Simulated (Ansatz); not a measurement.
The calculation's input:

```
crystal:
  periodic: [false, false, false]
  atoms:
    - { symbol: B, position_ang: [-0.043717, -0.239371, 0.163554] }
    - { symbol: O, position_ang: [-0.00858, -0.477866, 1.523787] }
    - { symbol: H, position_ang: [-0.895792, -0.506504, 1.910616] }
    - { symbol: H, position_ang: [1.004228, -0.217186, -0.405511] }
    - { symbol: H, position_ang: [-1.086392, -0.104781, -0.412384] }
    - { symbol: H, position_ang: [0.103412, 2.123736, 0.553909] }
    - { symbol: H, position_ang: [0.13854, 1.702773, 1.121629] }
basis:
  gaussian: { orbitals: "6-31G*" }
hamiltonian:
  xc: b3lyp
relax:
  f_tol: 0.03
  max_steps: 50
output:
  orbitals: {}
```

Command:

```sh
ansatz run input.yaml --threads 1 --pin off --max-ram 2048MiB --backend cpu --events-out ev --progress --plain --runs-dir out
```

The fields are those of the run's last geometry, not of the input's.

Method: Ansatz, RKS B3LYP/6-31G*.

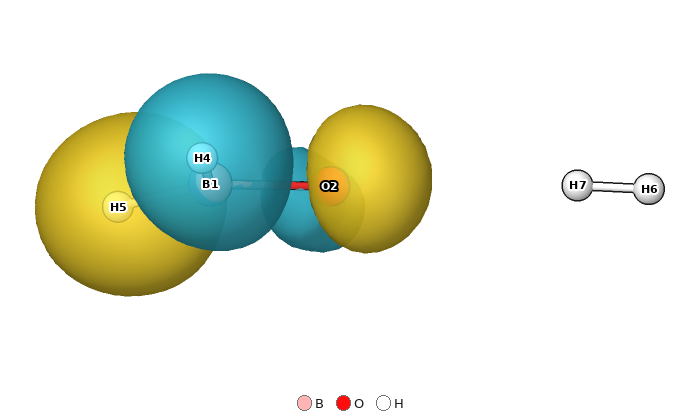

BH₃O···H₂. The HOMO at ±0.15 Å⁻³ᐟ² (yellow and cyan are the two phases), seen from one side.

Where does this orbital lie, and at what energy?

Answer. It lies mainly on B1 (about 30 %), H5 (about 25 %), O2 (about 25 %) and H4 (about 20 %). Its energy is −8.54 eV.
